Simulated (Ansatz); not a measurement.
The figure comes from a scan of Bi (A7 type, space group R-3m): the cell is scaled evenly about its relaxed volume V₀. These are PBE-D3(BJ) (plane waves to 420 eV, PAW, scalar-relativistic; Ansatz, a first-principles code) values and carry that method's errors. k mesh 13×13×13 (Γ-centred), Fermi-Dirac smearing 0.05 eV. Energies are smeared free energies. Bi was relaxed with its symmetry unable to fall. Spin-orbit coupling is left out, though Bi is heavy. ΔE is measured from the relaxed starting cell.

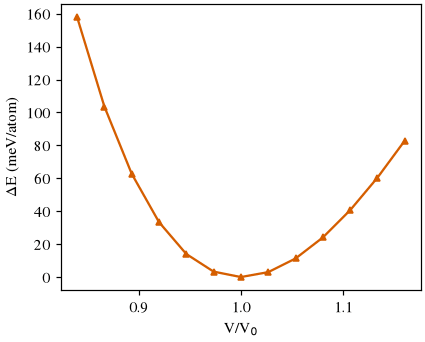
Fig. 1. ΔE (meV/atom) against V/V₀; computed points joined by lines.

List the plotted points as numbers.

To the nearest 2:

```
V/V₀   ΔE (meV/atom)
-----  -------------
0.840            158
0.867            104
0.893             62
0.920             34
0.947             14
0.973              4
1.000              0
1.027              2
1.053             12
1.080             24
1.107             40
1.133             60
1.160             82
```

(Under strain, the slope of the energy per volume gives the stress and its curvature an elastic modulus.)
